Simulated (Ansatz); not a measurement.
# What a change does: single-point calculation on GaPH3F3

System: GaPH3F3, SMILES [F][Ga-]([F])([F])[PH3+].
Method of run A: RKS PBE0-D4/def2-TZVPP (Ansatz 0.2.0).

The geometry comes from this level: PBE0-D4/def2-TZVP. Text and figures count atoms from 1; the logs count them from 0 in places.

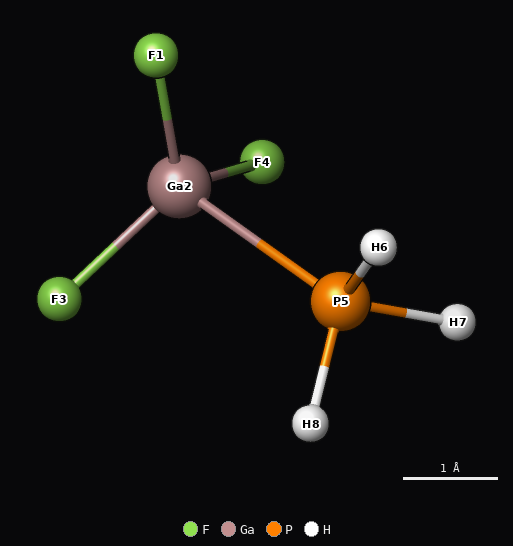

Figure 1. The structure (ball-and-stick view, seen at a tilt; atoms are numbered from 1 in the order of the input). Sticks mark near contacts. Bond lengths as drawn: F–Ga 1.75 Å, Ga–P 2.49 Å and H–P 1.41 Å.

The input, run A:
```yaml
crystal:
  periodic: [false, false, false]
  atoms:
    - {symbol: F, position_ang: [-0.150421, -2.040264, 1.276939]}
    - {symbol: Ga, position_ang: [0.736087, -1.171020, 0.038419]}
    - {symbol: F, position_ang: [2.309345, -0.537026, 0.483892]}
    - {symbol: F, position_ang: [0.540587, -1.722957, -1.614626]}
    - {symbol: P, position_ang: [-0.581201, 0.944092, -0.044220]}
    - {symbol: H, position_ang: [-1.670515, 1.058755, 0.837469]}
    - {symbol: H, position_ang: [-1.197177, 1.271461, -1.265094]}
    - {symbol: H, position_ang: [0.105494, 2.139760, 0.231321]}
basis:
  gaussian: {orbitals: def2-TZVPP}
hamiltonian: {xc: pbe0, dispersion: d4}
output: {orbitals: {seedname: orbitals}}
```

Hardware: 4 CPU threads, shared host.

Output (run A):
```
Functional definition: PBE0
  parameter a = 0.25
  parameter kappa = 0.804
  parameter beta = 0.06672455060314922
  exchange = (1 - a)*pbe_x(kappa = kappa, mu = beta*pi^2/3) + a*exact_x
  correlation = pbe_c(beta = beta)
1358 factors; their error is unknown
mean field evaluation 1: about -69849.2824 eV, gradient 6.7e1 eV
mean field evaluation 2: about -69834.8934 eV, gradient 1.2e2 eV
mean field evaluation 4: about -69855.5494 eV, gradient 1.8e0 eV
mean field evaluation 8: about -69855.5544 eV, gradient 1.2e-1 eV
mean field evaluation 16: about -69855.7708 eV, gradient 2.4e-4 eV
mean field -69855.77075506 eV, -2567.1522253062 hartree, gradient 3.7e-5 eV, S^2 0.000000; 0 other end points of the search recorded, 0 dependent functions left out
reference -69855.77078571 eV, -2567.1522264329 hartree; 38, 38 occupied and 187, 187 virtual orbitals, 1358 factors
Total energy: -69855.91603276 eV, -2567.1575641633 hartree
```

The input of run B differs as follows (lines with − go, lines with + come):
```diff
-  gaussian: {orbitals: def2-TZVPP}
+  gaussian: {orbitals: def2-SVP}
```

Predict how the results change.

The total energy of run B is 468.3 kcal/mol higher, which measures the change of basis and not a stability. The HOMO goes from −9.80 to −9.63 eV. The LUMO goes from −1.01 to −0.64 eV. The basis functions go from 225 to 107.

Output (run B):
```
Functional definition: PBE0
  parameter a = 0.25
  parameter kappa = 0.804
  parameter beta = 0.06672455060314922
  exchange = (1 - a)*pbe_x(kappa = kappa, mu = beta*pi^2/3) + a*exact_x
  correlation = pbe_c(beta = beta)
1014 factors; integrals over basis functions are off by at most 9.3e-4 eV
mean field evaluation 1: about -69829.7007 eV, gradient 6.0e1 eV
mean field evaluation 2: about -69818.7907 eV, gradient 1.1e2 eV
mean field evaluation 4: about -69835.3614 eV, gradient 1.5e0 eV
mean field evaluation 8: about -69835.4642 eV, gradient 1.1e-1 eV
mean field evaluation 16: about -69835.4643 eV, gradient 4.5e-5 eV
mean field -69835.46426987 eV, -2566.4059757399 hartree, gradient 4.5e-5 eV, S^2 0.000000; 0 other end points of the search recorded, 0 dependent functions left out
reference -69835.46430305 eV, -2566.4059769591 hartree; 38, 38 occupied and 69, 69 virtual orbitals, 1014 factors
Total energy: -69835.60955009 eV, -2566.4113146895 hartree
```

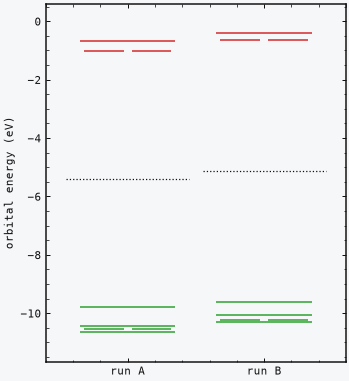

Figure 2. The five highest filled and three lowest empty orbital energies of the two runs; the dotted lines part filled from empty levels. The HOMO–LUMO gap is 8.79 eV in run A and 8.99 eV in run B.

The two runs side by side:

| quantity | run A | run B |
| --- | --- | --- |
| outcome | converged | converged |
| total energy (hartree) | −2567.157564 | −2566.411315 |
| HOMO (eV) | −9.80 | −9.63 |
| LUMO (eV) | −1.01 | −0.64 |
| basis functions | 225 | 107 |
| wall time (shared host) | 2.1 s | 0.95 s |
